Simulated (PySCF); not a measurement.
# C₄H₄FN₃ (SMILES Cc1cnc(F)nn1): what the fields show

| atom | x (Å) | y (Å) | z (Å) |
| --- | --- | --- | --- |
| C | -1.8836 | 0.0477 | 0.3687 |
| C | -0.4089 | 0.0770 | 0.1759 |
| C | 0.2357 | -0.5794 | -0.8871 |
| N | 1.5435 | -0.5236 | -1.0134 |
| C | 2.1639 | 0.1841 | -0.0788 |
| F | 3.4795 | 0.2586 | -0.1802 |
| N | 1.6103 | 0.8138 | 0.9301 |
| N | 0.3165 | 0.7563 | 1.0527 |
| H | -2.3844 | 0.4683 | -0.5016 |
| H | -2.2253 | -0.9787 | 0.4902 |
| H | -2.1444 | 0.6241 | 1.2512 |
| H | -0.3017 | -1.1488 | -1.6338 |

Geometry: GFN2-xTB.

These are results of PySCF, PBE0/pcSseg-1, SCF density, gas phase, non-relativistic, not measurements.

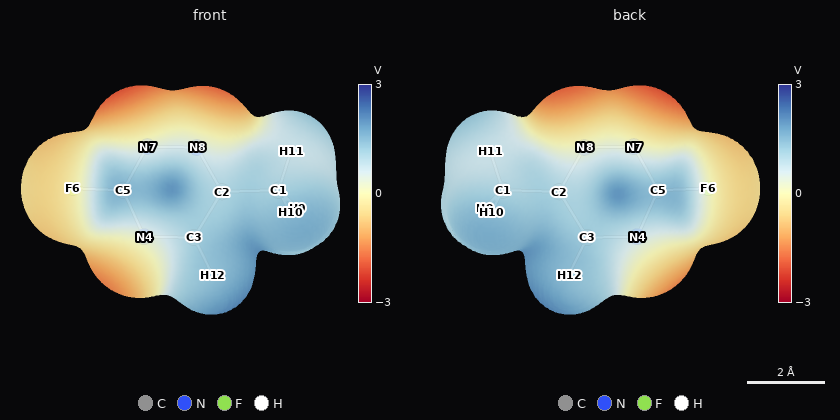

Figure 1. The molecular electrostatic potential painted on the density surface at 0.004 e/bohr³, seen from the front and from behind; the colour scale runs from red (negative) to blue (positive).

### Where is the surface potential most negative and most positive?

The most negative region (about −2.0 V, or −46 kcal/mol for a unit charge) lies over N7, the most positive (about +2.1 V, or +48 kcal/mol for a unit charge) over H12. N7 is the likeliest acceptor of a hydrogen bond.

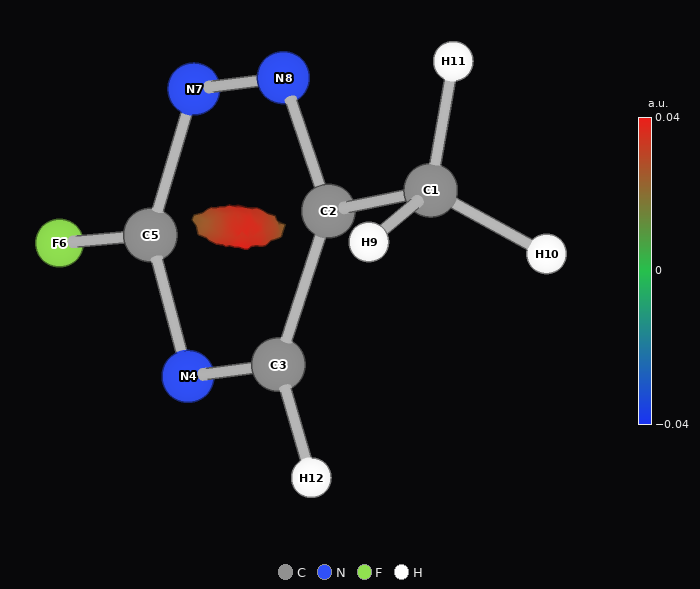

Figure 2. Non-covalent interaction (NCI) plot: the surface where the reduced density gradient is 0.5, for densities under 0.05 a.u., coloured by sign(λ₂)ρ; seen at an oblique angle.

### Identify the weak interactions.

Inside the ring or cage of C2, C3, N4, C5, N7 and N8: steric crowding (red).

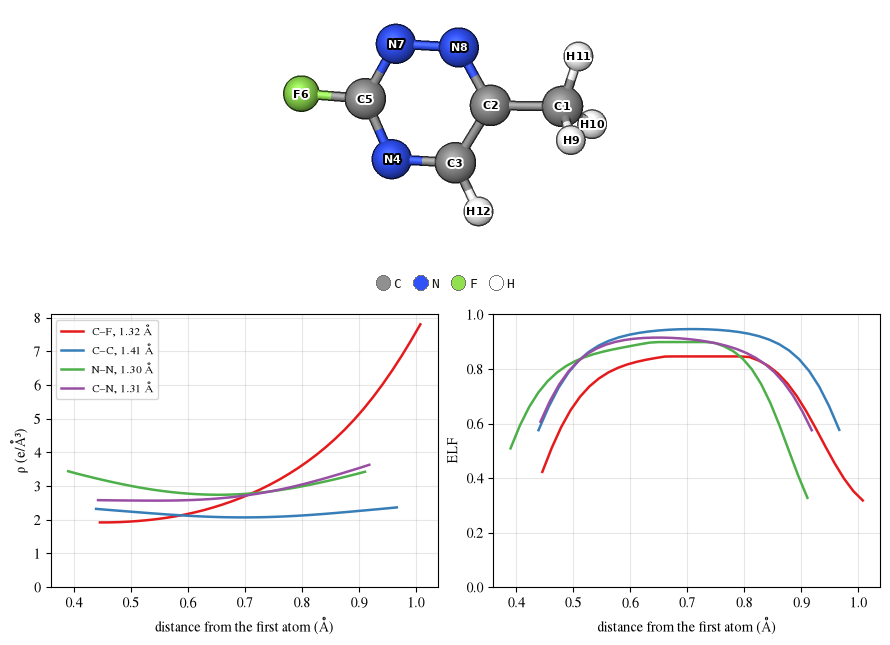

Figure 3. Total electron density and electron localisation function along straight lines between neighbouring atoms. The curves leave out the atomic cores. The structure is drawn too.

### What kind of bonding do the profiles show?

C–F (1.32 Å): ρ at the midpoint is about 2.5 e/Å³; the ELF peaks at about 0.85 between the atoms; a polar covalent bond.
C–C (1.41 Å): ρ at the midpoint is about 2.1 e/Å³; the ELF peaks at about 0.95 between the atoms: localised, covalent bonding.
N–N (1.30 Å): the density is about 2.7 e/Å³ at the midpoint; the ELF peaks at about 0.90 between the atoms; a covalent bond.
C–N (1.31 Å): ρ at the midpoint is about 2.6 e/Å³; the ELF peaks at about 0.90 between the atoms, as expected for localised, covalent bonding.
